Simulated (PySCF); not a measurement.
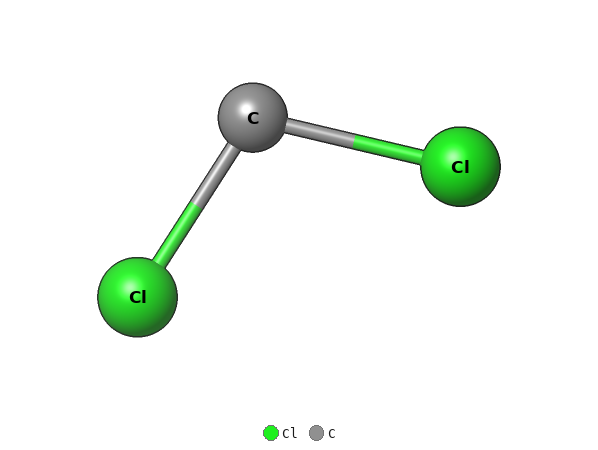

All atoms lie in one plane, which faces the viewer. Computed geometry: PBE0-D3(BJ)/def2-TZVP optimisation. No frequency run is at hand to confirm it as a minimum.

> List the symmetry elements and name the point group.

It has 1 C2 axis and 2 mirror planes, so the point group is C2v. The group has 4 operations. The geometry is achiral, and symmetry allows a dipole moment.
